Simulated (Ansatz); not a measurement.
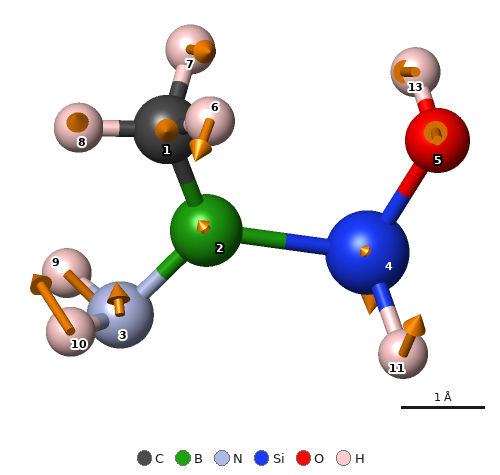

A relaxation of CH₈BNOSi. The starting structure is drawn; orange arrows show the displacements, at their true length. The two geometries are superimposed by the best rigid fit.

Style: ball-and-stick. Shown at a tilt.

The run prepares an end point of a later path (inversion) calculation, from a guessed geometry.

Computed with RKS PBE/def2-SVP (Ansatz).

Input
```yaml
crystal:
  periodic: [false, false, false]
  atoms:
    - { symbol: C, position_ang: [-1.6316, 0.0545, -0.1295] }
    - { symbol: B, position_ang: [-0.2219, -0.5212, -0.091] }
    - { symbol: "N", position_ang: [-0.0343, -1.985, -0.4406] }
    - { symbol: Si, position_ang: [1.3672, 0.6147, 0.3996] }
    - { symbol: O, position_ang: [0.7545, 2.1925, 0.7145] }
    - { symbol: H, position_ang: [-1.951, 0.5096, 0.8585] }
    - { symbol: H, position_ang: [-1.6811, 0.9269, -0.8784] }
    - { symbol: H, position_ang: [-2.3725, -0.6643, -0.4432] }
    - { symbol: H, position_ang: [-0.35067, -2.08419, -1.41361] }
    - { symbol: H, position_ang: [-0.78905, -2.51932, 0.1363] }
    - { symbol: H, position_ang: [1.925, 0.0488, 1.6246] }
    - { symbol: H, position_ang: [2.2821, 0.637, -0.6851] }
    - { symbol: H, position_ang: [0.4405, 2.5892, -0.1666] }
basis:
  gaussian: { orbitals: def2-SVP }
hamiltonian:
  xc: pbe
relax:
  f_tol: 0.015
  max_steps: 40
output:
  orbitals: {}
```

Command:
```bash
ansatz run input.yaml --threads 2 --pin off --max-ram 3072MiB --backend cpu --events-out ev --progress --plain --runs-dir out
```

Question: Which element moves most?

Answer: Hydrogen: up to 1.19 Å, against 0.71 Å for oxygen.

Question: What happened in the run?

Answer: H10 moves most after the best rigid fit: 1.19 Å. By element the largest moves are H 1.19 Å, O 0.71 Å, N 0.43 Å, C 0.40 Å, B 0.17 Å, Si 0.12 Å. Among the contacts that change: B2–N3 1.517 → 1.403 Å, Si4–H12 1.419 → 1.522 Å, N3–H10 1.090 → 1.024 Å, C1–B2 1.523 → 1.583 Å. Bond angles that change, for instance: B2–N3–H9 105.9° → 123.9°, B2–N3–H10 105.4° → 123.1°, H9–N3–H10 103.9° → 113.0°. Groups turn about B2–Si4 by about 45°, Si4–O5 by about 20°. The energy falls by 40.8 kcal/mol in 19 accepted moves (20 points after the start). Largest force component: 2.2 eV/Å at the start, 0.01 eV/Å at the end. The line search rejected the trial step at point 10 of the run. The run took 36 s on 2 threads of Intel(R) Xeon(R) Platinum 8488C (Sapphire Rapids) (shared host), peak memory 0.3 GiB.
